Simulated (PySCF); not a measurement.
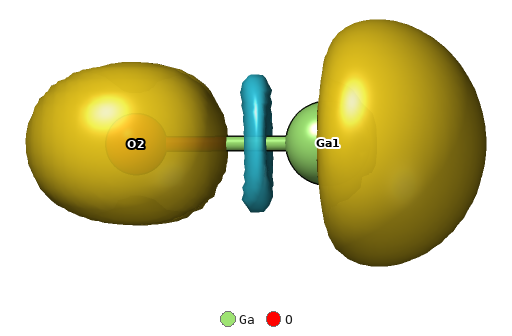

Figure. GaO (charge +1, triplet). Isosurfaces of the spin density at +0.03 (yellow) and −0.03 e/Å³ (cyan), seen from one side.

All numbers below come from PBE0/def2-SVP, non-relativistic Hamiltonian with scalar-relativistic core potentials where named, at a bond length of 1.921 Å (PySCF).

> Describe the spin distribution.

The unpaired spin (2 electrons) lies mostly on O2 (about 1.4) and Ga1 (about 0.6), in electrons by Hirshfeld's partition.
